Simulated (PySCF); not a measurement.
# C₂H₉BN₂: NMR shifts at several levels of theory, part 2 of 2

PySCF 2.14.0. Atoms count from 0. The steps go on from the part before.

## 9. NMR shieldings: KT2/pcSseg-1

The job: settings as JSON, then the geometry in Å.

```
{"job": {"kind": "nmr", "xc": "KT2", "basis": "pcSseg-1", "pop": false}, "charge": 0, "multiplicity": 1}
C     -2.323461    -0.398525     0.968779
N     -1.245592    -0.472393     0.022199
B      0.033396     0.110304     0.170528
N      1.039650     0.010253    -0.817027
C      2.369678     0.546300    -0.730416
H     -2.645706    -1.393661     1.326690
H     -1.996296     0.174481     1.847764
H     -3.217099     0.108900     0.560581
H     -1.465051    -0.997623    -0.816159
H      0.279088     0.721825     1.190146
H      0.849173    -0.488721    -1.678259
H      3.149326    -0.237827    -0.748882
H      2.479640     1.093197     0.216524
H      2.597022     1.254806    -1.547865
```

Method: GIAO KT2/pcSseg-1 NMR shielding, non-relativistic, gas phase.

The log of the run:

```text
coarse grid: 10968 points
cycle   1  E = -219.5960013636  dE =  2.905e-01  |g| = 5.501e-01  |ddm| = 3.047e+00
cycle   2  E = -219.5001859770  dE =  9.582e-02  |g| = 8.463e-01  |ddm| = 1.272e+00
cycle   3  E = -219.6745611668  dE = -1.744e-01  |g| = 9.335e-02  |ddm| = 8.080e-01
cycle   4  E = -219.6765388554  dE = -1.978e-03  |g| = 2.652e-02  |ddm| = 8.733e-02
cycle   5  E = -219.6767035045  dE = -1.646e-04  |g| = 4.269e-03  |ddm| = 2.233e-02
cycle   6  E = -219.6767072423  dE = -3.738e-06  |g| = 1.724e-03  |ddm| = 3.939e-03
final grid: 103960 points
cycle   7  E = -219.6519388890  dE = -1.645e-04  |g| = 1.102e-02  |ddm| = 3.091e-02
cycle   8  E = -219.6519015396  dE =  3.735e-05  |g| = 1.656e-02  |ddm| = 2.242e-02
cycle   9  E = -219.6519670704  dE = -6.553e-05  |g| = 1.876e-03  |ddm| = 1.400e-02
cycle  10  E = -219.6519678758  dE = -8.054e-07  |g| = 2.824e-04  |ddm| = 1.367e-03
cycle  11  E = -219.6519678945  dE = -1.868e-08  |g| = 1.068e-04  |ddm| = 2.713e-04
cycle  12  E = -219.6519678968  dE = -2.268e-09  |g| = 4.375e-05  |ddm| = 1.081e-04
cycle  13  E = -219.6519678972  dE = -4.047e-10  |g| = 1.338e-05  |ddm| = 3.679e-05
converged SCF energy = -219.6519678972

GIAO shielding tensors (ppm)
atom      isotropic    diamagn.    paramagn.     s11        s22        s33       span
  0 C      147.469     242.274     -94.805    124.475    133.161    184.771     60.297
  1 N      187.691     323.904    -136.213    126.215    200.730    236.129    109.913
  2 B       77.933     201.167    -123.234     50.615     89.399     93.785     43.170
  3 N      187.614     323.890    -136.276    126.113    200.704    236.025    109.912
  4 C      147.486     242.306     -94.820    124.446    133.265    184.746     60.299
  5 H       28.380      27.141       1.239     23.529     26.495     35.114     11.585
  6 H       28.373      29.009      -0.636     25.235     27.172     32.711      7.477
  7 H       28.371      27.134       1.237     23.488     26.504     35.121     11.633
  8 H       29.689      34.749      -5.061     22.358     30.622     36.085     13.726
  9 H       27.124      33.165      -6.041     25.715     26.877     28.779      3.065
 10 H       29.691      34.757      -5.066     22.352     30.638     36.081     13.729
 11 H       28.362      27.192       1.169     23.457     26.501     35.126     11.669
 12 H       28.374      29.020      -0.646     25.238     27.167     32.718      7.481
 13 H       28.388      27.121       1.267     23.555     26.504     35.104     11.548
```

Wall time 12 s (1 thread of Arm Neoverse V2, shared host); peak memory 0.57 GiB.

Key values: δ C0 35.7, N1 76.7, B2 22.0, H9 4.06, H5 2.80 ppm (means over like atoms).

## 10. Shielding tensors: KT3/pcSseg-1

Settings changed since step 9:

```diff
@@ -1,2 +1,2 @@
-{"job": {"kind": "nmr", "xc": "KT2", "basis": "pcSseg-1", "pop": false}, "charge": 0, "multiplicity": 1}
+{"job": {"kind": "nmr", "xc": "KT3", "basis": "pcSseg-1", "pop": false}, "charge": 0, "multiplicity": 1}
 C     -2.323461    -0.398525     0.968779
```

With the program's defaults for keys left out, this is: GIAO KT3/pcSseg-1 NMR shielding, non-relativistic, gas phase.

The log of the run:

```text
coarse grid: 10968 points
cycle   1  E = -219.3374395964  dE =  2.720e-01  |g| = 5.680e-01  |ddm| = 3.062e+00
cycle   2  E = -219.2331460462  dE =  1.043e-01  |g| = 8.746e-01  |ddm| = 1.401e+00
cycle   3  E = -219.4220759879  dE = -1.889e-01  |g| = 9.381e-02  |ddm| = 8.903e-01
cycle   4  E = -219.4240851134  dE = -2.009e-03  |g| = 2.661e-02  |ddm| = 8.694e-02
cycle   5  E = -219.4242501805  dE = -1.651e-04  |g| = 4.563e-03  |ddm| = 2.259e-02
cycle   6  E = -219.4242542658  dE = -4.085e-06  |g| = 1.901e-03  |ddm| = 4.229e-03
final grid: 103960 points
cycle   7  E = -219.3997243841  dE = -1.587e-04  |g| = 5.084e-03  |ddm| = 3.295e-02
cycle   8  E = -219.3997160511  dE =  8.333e-06  |g| = 7.974e-03  |ddm| = 7.789e-03
cycle   9  E = -219.3997292895  dE = -1.324e-05  |g| = 5.874e-04  |ddm| = 5.461e-03
cycle  10  E = -219.3997293567  dE = -6.725e-08  |g| = 2.608e-04  |ddm| = 7.138e-04
cycle  11  E = -219.3997293723  dE = -1.554e-08  |g| = 8.654e-05  |ddm| = 2.454e-04
cycle  12  E = -219.3997293738  dE = -1.477e-09  |g| = 3.675e-05  |ddm| = 8.517e-05
cycle  13  E = -219.3997293741  dE = -3.072e-10  |g| = 5.979e-06  |ddm| = 2.849e-05
converged SCF energy = -219.3997293741

GIAO shielding tensors (ppm)
atom      isotropic    diamagn.    paramagn.     s11        s22        s33       span
  0 C      146.686     241.246     -94.560    124.203    132.774    183.081     58.878
  1 N      186.094     323.456    -137.361    128.396    197.958    231.928    103.532
  2 B       78.837     201.252    -122.415     51.812     89.430     95.268     43.457
  3 N      186.017     323.442    -137.425    128.294    197.931    231.826    103.532
  4 C      146.700     241.278     -94.579    124.174    132.869    183.056     58.882
  5 H       28.532      27.160       1.372     23.790     26.674     35.131     11.341
  6 H       28.541      29.101      -0.561     25.419     27.386     32.817      7.398
  7 H       28.523      27.154       1.369     23.749     26.682     35.137     11.388
  8 H       29.808      34.929      -5.121     22.554     30.794     36.076     13.523
  9 H       27.423      33.507      -6.083     25.979     27.150     29.142      3.163
 10 H       29.810      34.936      -5.126     22.548     30.810     36.073     13.525
 11 H       28.513      27.215       1.298     23.719     26.677     35.141     11.422
 12 H       28.542      29.113      -0.570     25.423     27.380     32.824      7.401
 13 H       28.540      27.139       1.401     23.816     26.684     35.121     11.306
```

Run time: 12 s. Hardware: 1 thread of Arm Neoverse V2, shared host; peak memory 0.57 GiB.

In short: δ C0 35.6, N1 76.0, B2 21.7, H9 3.90, H5 2.79 ppm (means over like atoms).

## 11. Nuclear shieldings: B97-D/pcSseg-1

Settings changed since step 10:

```diff
@@ -1,2 +1,2 @@
-{"job": {"kind": "nmr", "xc": "KT3", "basis": "pcSseg-1", "pop": false}, "charge": 0, "multiplicity": 1}
+{"job": {"kind": "nmr", "xc": "B97-D", "basis": "pcSseg-1", "pop": false}, "charge": 0, "multiplicity": 1}
 C     -2.323461    -0.398525     0.968779
```

Level: GIAO B97-D/pcSseg-1 NMR shielding, non-relativistic, gas phase.

The log of the run:

```text
coarse grid: 10968 points
cycle   1  E = -215.7677372645  dE =  2.451e-01  |g| = 5.681e-01  |ddm| = 3.065e+00
cycle   2  E = -215.6604077950  dE =  1.073e-01  |g| = 8.913e-01  |ddm| = 1.316e+00
cycle   3  E = -215.8494799756  dE = -1.891e-01  |g| = 9.838e-02  |ddm| = 8.428e-01
cycle   4  E = -215.8516418314  dE = -2.162e-03  |g| = 2.736e-02  |ddm| = 8.767e-02
cycle   5  E = -215.8518137340  dE = -1.719e-04  |g| = 5.237e-03  |ddm| = 2.298e-02
cycle   6  E = -215.8518188522  dE = -5.118e-06  |g| = 2.363e-03  |ddm| = 4.891e-03
final grid: 103960 points
cycle   7  E = -215.8706736458  dE = -6.010e-05  |g| = 1.018e-02  |ddm| = 2.581e-02
cycle   8  E = -215.8706271818  dE =  4.646e-05  |g| = 1.786e-02  |ddm| = 1.866e-02
cycle   9  E = -215.8706950537  dE = -6.787e-05  |g| = 6.751e-04  |ddm| = 1.218e-02
cycle  10  E = -215.8706951464  dE = -9.273e-08  |g| = 2.519e-04  |ddm| = 6.482e-04
cycle  11  E = -215.8706951621  dE = -1.575e-08  |g| = 6.888e-05  |ddm| = 2.294e-04
cycle  12  E = -215.8706951629  dE = -7.493e-10  |g| = 3.854e-05  |ddm| = 7.258e-05
cycle  13  E = -215.8706951632  dE = -3.258e-10  |g| = 7.388e-06  |ddm| = 2.901e-05
converged SCF energy = -215.8706951632

GIAO shielding tensors (ppm)
atom      isotropic    diamagn.    paramagn.     s11        s22        s33       span
  0 C      143.136     240.833     -97.697    120.894    128.916    179.598     58.704
  1 N      184.055     323.080    -139.024    123.980    196.374    231.812    107.832
  2 B       74.825     200.017    -125.191     46.846     85.349     92.281     45.436
  3 N      183.978     323.063    -139.085    123.877    196.350    231.709    107.832
  4 C      143.154     240.865     -97.710    120.865    129.026    179.572     58.707
  5 H       28.599      27.196       1.403     23.890     26.757     35.150     11.260
  6 H       28.586      29.083      -0.498     25.448     27.471     32.838      7.390
  7 H       28.590      27.190       1.400     23.851     26.765     35.156     11.304
  8 H       29.926      34.747      -4.821     22.703     30.991     36.083     13.380
  9 H       27.445      33.659      -6.214     26.033     27.037     29.265      3.232
 10 H       29.928      34.754      -4.827     22.697     31.006     36.080     13.383
 11 H       28.581      27.249       1.332     23.822     26.761     35.159     11.337
 12 H       28.588      29.095      -0.507     25.453     27.465     32.845      7.393
 13 H       28.608      27.176       1.432     23.916     26.766     35.142     11.226
```

It took 11 s on 1 thread of Arm Neoverse V2, shared host; peak memory 0.57 GiB.

This run: δ C0 36.0, N1 76.8, B2 23.4, H9 3.96, H5 2.82 ppm (means over like atoms).

## 12. Nuclear shieldings: B3LYP/pcSseg-1

Settings changed since step 11:

```diff
@@ -1,2 +1,2 @@
-{"job": {"kind": "nmr", "xc": "B97-D", "basis": "pcSseg-1", "pop": false}, "charge": 0, "multiplicity": 1}
+{"job": {"kind": "nmr", "xc": "B3LYP", "basis": "pcSseg-1", "pop": false}, "charge": 0, "multiplicity": 1}
 C     -2.323461    -0.398525     0.968779
```

With the program's defaults for keys left out, this is: GIAO B3LYP/pcSseg-1 NMR shielding, non-relativistic, gas phase.

The log of the run:

```text
coarse grid: 10968 points
cycle   1  E = -215.9493427533  dE =  3.318e-01  |g| = 4.840e-01  |ddm| = 3.017e+00
cycle   2  E = -215.9209700537  dE =  2.837e-02  |g| = 6.167e-01  |ddm| = 8.973e-01
cycle   3  E = -216.0066655314  dE = -8.570e-02  |g| = 6.519e-02  |ddm| = 5.065e-01
cycle   4  E = -216.0075178108  dE = -8.523e-04  |g| = 2.041e-02  |ddm| = 5.502e-02
cycle   5  E = -216.0076133065  dE = -9.550e-05  |g| = 3.600e-03  |ddm| = 1.575e-02
cycle   6  E = -216.0076157504  dE = -2.444e-06  |g| = 1.354e-03  |ddm| = 2.983e-03
final grid: 103960 points
cycle   7  E = -216.0405475538  dE = -2.386e-05  |g| = 7.621e-03  |ddm| = 1.631e-02
cycle   8  E = -216.0405380275  dE =  9.526e-06  |g| = 1.003e-02  |ddm| = 1.171e-02
cycle   9  E = -216.0405611650  dE = -2.314e-05  |g| = 6.570e-04  |ddm| = 6.711e-03
cycle  10  E = -216.0405612497  dE = -8.462e-08  |g| = 1.730e-04  |ddm| = 4.499e-04
cycle  11  E = -216.0405612555  dE = -5.802e-09  |g| = 3.500e-05  |ddm| = 1.119e-04
cycle  12  E = -216.0405612557  dE = -2.167e-10  |g| = 1.740e-05  |ddm| = 3.684e-05
converged SCF energy = -216.0405612557

GIAO shielding tensors (ppm)
atom      isotropic    diamagn.    paramagn.     s11        s22        s33       span
  0 C      143.858     239.984     -96.127    121.958    129.235    180.380     58.422
  1 N      185.239     323.084    -137.844    120.861    199.013    235.844    114.983
  2 B       71.035     199.001    -127.966     41.197     80.492     91.416     50.218
  3 N      185.154     323.069    -137.915    120.747    198.981    235.733    114.986
  4 C      143.876     240.018     -96.141    121.930    129.346    180.353     58.423
  5 H       28.631      27.159       1.472     23.850     26.788     35.255     11.405
  6 H       28.574      28.869      -0.294     25.318     27.485     32.919      7.601
  7 H       28.623      27.153       1.470     23.813     26.798     35.260     11.448
  8 H       29.958      34.714      -4.755     22.484     31.091     36.299     13.814
  9 H       27.375      33.411      -6.037     25.923     26.959     29.242      3.319
 10 H       29.960      34.721      -4.761     22.479     31.108     36.295     13.816
 11 H       28.614      27.208       1.406     23.784     26.795     35.263     11.479
 12 H       28.576      28.880      -0.304     25.322     27.479     32.927      7.604
 13 H       28.639      27.142       1.496     23.874     26.796     35.247     11.373
```

Run time: 7.8 s. Hardware: 1 thread of Arm Neoverse V2, shared host; peak memory 0.62 GiB.

This run: δ C0 35.4, N1 78.3, B2 26.8, H9 4.01, H5 2.77 ppm (means over like atoms).

## 13. Run by run: NMR shifts

Shifts (ppm), means over like atoms, with basis size and wall time:

```csv
run,C0,H9,H5,H8,N1,B2,functions,time
HF/pcSseg-1,31.6,3.90,2.63,1.19,56.3,31.9,130,3.4 s
LDA/pcSseg-1,35.3,4.27,2.84,1.64,88.8,25.1,130,9.3 s
PBE/pcSseg-1,35.9,4.12,2.82,1.56,83.1,23.3,130,12 s
BLYP/pcSseg-1,36.5,4.02,2.84,1.48,85.1,24.2,130,12 s
BP86/pcSseg-1,36.2,4.11,2.82,1.52,80.3,23.4,130,11 s
OPBE/pcSseg-1,35.1,4.05,2.79,1.64,76.9,21.5,130,12 s
KT2/pcSseg-1,35.7,4.06,2.80,1.49,76.7,22.0,130,12 s
KT3/pcSseg-1,35.6,3.90,2.79,1.51,76.0,21.7,130,12 s
B97-D/pcSseg-1,36.0,3.96,2.82,1.48,76.8,23.4,130,11 s
B3LYP/pcSseg-1,35.4,4.01,2.77,1.42,78.3,26.8,130,7.8 s
```

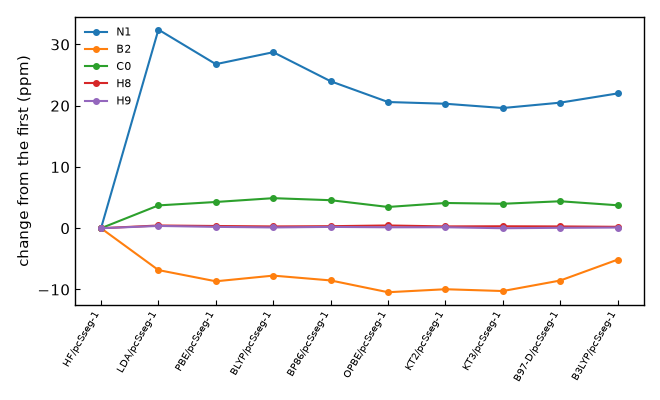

How five of the tabulated atoms move from run to run.

## 14. Summary of results

The summary covers parts 1 to 2.

```
                                                             quantity                  value
                                 rotational constants (main isotopes)  26.22, 1.97, 1.88 GHz
¹³C shifts against TMS (HF/pcSseg-1, means over atoms taken as alike)               31.6 ppm
 ¹H shifts against TMS (HF/pcSseg-1, means over atoms taken as alike)   3.90, 2.63, 1.19 ppm
¹⁵N shifts against NH3 (HF/pcSseg-1, means over atoms taken as alike)               56.3 ppm
                            ¹¹B shifts against BF3·OEt2 (HF/pcSseg-1)               31.9 ppm
                       range of the shift of N1 (with its like atoms)       56.3 to 88.8 ppm
```

Single values in the summary come from the first sound run of each kind (HF/pcSseg-1), which need not be the best level. The start of the PBE0/def2-SVP relaxation was shaken at random by about 0.01 Å, so part of the energy gained, and of the first lengths quoted, undoes that. Relaxing lowered the energy by 0.136 eV in 11 steps; the close pair that moved most is N3–C4, from 1.403 to 1.437 Å. No frequency check was run at this level, so the end point may be a saddle. At HF/pcSseg-1: The widest tensor belongs to N1, N3: span 115 ppm, with a paramagnetic part of -116 ppm. Across the 10 runs the shift of N1 (with its like atoms) moves most, between 56.3 (HF/pcSseg-1) and 88.8 ppm (LDA/pcSseg-1).
